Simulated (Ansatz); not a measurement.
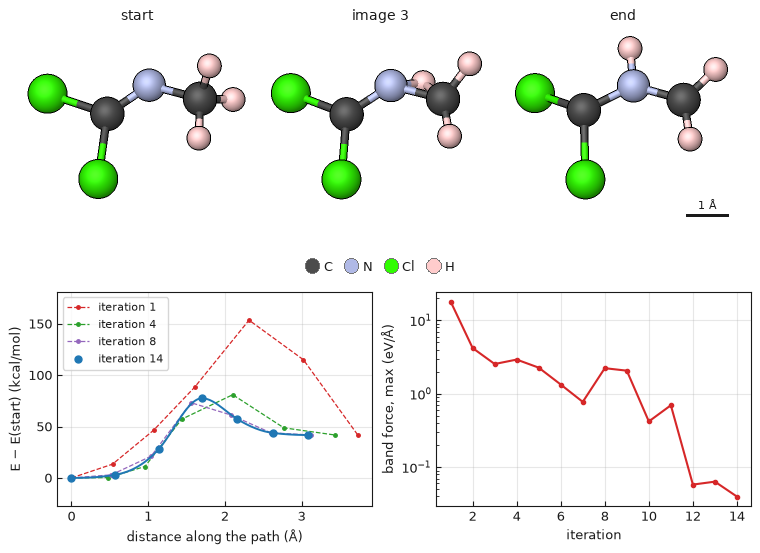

A nudged-elastic-band calculation for C$_{2}$H$_{3}$Cl$_{2}$N. Images are numbered from 0 (start) to 6 (end). The plot follows the band through its iterations. The picture is a ball-and-stick view, seen at a tilt.

Method: RKS B3LYP-D4/def2-mTZVP in Ansatz 0.2.0. Run with 5 movable images; climbing image; force threshold 0.05 eV/Å; iteration limit 60; starting path through a guess of the saddle point.

Judge this run.

Answer. The result is final at these settings. The band converged in 14 iterations. The largest component of the band force went from 18 to 0.04 eV/Å. The climbing image converged on the top of the path. Its vibrational analysis gives one imaginary mode (1623i cm⁻¹), as a transition state must have. The first iteration put the highest image at 153.5 kcal/mol. The energy climbs by 77.5 kcal/mol to image 3 and then falls by 35.8 kcal/mol, so the end point sits at +41.8 kcal/mol.
